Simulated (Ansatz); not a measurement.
**Polymorphs of Ni**

51 relaxations of Ni ended in 13 distinct structures. The numbers are results of PBEsol (plane waves to 420 eV, PAW, scalar-relativistic; Ansatz, an electronic-structure program), not measurements.

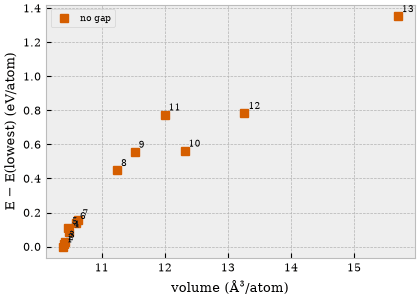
Figure. Energy against volume of the distinct structures, numbered as in the table

| # | space group | Pearson | type | E − E(lowest) (eV/atom) | V (Å³/atom) | coordination | runs ending here | spin order |
|---|---|---|---|---|---|---|---|---|
| 1 | Fm-3m | cF4 | fcc (Cu type) | 0.00 | 10.38 | Ni 12 (cuboctahedral) | 18 | ferromagnetic |
| 2 | P6₃/mmc | hP4 | AFLOW prototype A_hP4_194_ac (A3', as in La) | 0.01 | 10.40 | – | 3 | ferromagnetic |
| 3 | P6₃/mmc | hP2 | hcp (Mg type) | 0.03 | 10.41 | Ni 12 (anticuboctahedral) | 10 | ferromagnetic |
| 4 | I4/mmm | tI2 | AFLOW prototype A_tI2_139_a (A_a) | 0.09 | 10.49 | – | 2 | ferromagnetic |
| 5 | Im-3m | cI2 | bcc (W type) | 0.11 | 10.46 | Ni 8 (cubic)+6 | 4 | ferromagnetic |
| 6 | P6/mmm | hP3 | – | 0.14 | 10.59 | – | 1 | ferromagnetic |
| 7 | Pm-3n | cP8 | – | 0.15 | 10.63 | – | 1 | ferromagnetic |
| 8 | P6/mmm | hP1 | AFLOW prototype A_hP1_191_a (A_f, as in Sn) | 0.45 | 11.24 | – | 1 | ferromagnetic |
| 9 | Pmmm | oP3 | – | 0.56 | 11.52 | – | 1 | ferromagnetic |
| 10 | Fm-3m | cF12 | – | 0.56 | 12.31 | – | 1 | ferromagnetic |
| 11 | Pm-3m | cP1 | simple cubic type | 0.77 | 12.00 | Ni 6 (octahedral) | 5 | ferromagnetic |
| 12 | R-3m | hR12 | – | 0.78 | 13.26 | – | 1 | ferromagnetic |
| 13 | Fd-3m | cF8 | diamond type | 1.35 | 15.69 | Ni 4 (tetrahedral) | 3 | ferromagnetic |

Coordination numbers (neighbours up to the widest gap in distance over summed covalent radii, below 1.35; n+m marks a second, longer set). All are gapless at this level. Fm-3m, cF4, fcc (Cu type), ferromagnetic is the lowest of the structures calculated here.

```cif
data_Ni4
_chemical_formula_sum 'Ni4'
_space_group_name_H-M_alt 'Fm-3m'
_space_group_IT_number 225
_space_group_name_Hall '-F 4 2 3'
_cell_length_a 3.46276
_cell_length_b 3.46276
_cell_length_c 3.46276
_cell_angle_alpha 90.000
_cell_angle_beta 90.000
_cell_angle_gamma 90.000
loop_
_atom_site_label
_atom_site_type_symbol
_atom_site_symmetry_multiplicity
_atom_site_Wyckoff_symbol
_atom_site_fract_x
_atom_site_fract_y
_atom_site_fract_z
_atom_site_occupancy
Ni1 Ni 4 a 0.00000 0.00000 0.00000 1
```
(The calculation used a cell of 1 atom; values per cell refer to that cell.)

Probably no minimum, since a slightly shaken restart fell lower: Im-3m, cI2, bcc (W type), ferromagnetic (by 0.11 eV/atom, to Fm-3m); P6/mmm, hP1, AFLOW prototype A_hP1_191_a (A_f, as in Sn), ferromagnetic (by 0.45 eV/atom, to Fm-3m); Pm-3m, cP1, simple cubic type, ferromagnetic (by 0.77 eV/atom, to Fm-3m). 4 runs with a doubtful electronic state, a coarser numerical grid, an end not at rest or a source that can't be used are left out. Each run could gain symmetry but not lose that of its start, so entries can be saddle points. From databases, or of a type measured for this composition: Fm-3m, cF4, fcc (Cu type), ferromagnetic; P6₃/mmc, hP2, hcp (Mg type), ferromagnetic; the others are generated cells (placed on structure types, drawn at random, substituted or restacked) that were not matched to a known phase here. Each structure is listed in the lowest spin state found for it. Energies are at zero temperature and pressure, without zero-point motion. Spin states reached: ferromagnetic; spin orders were not searched systematically.
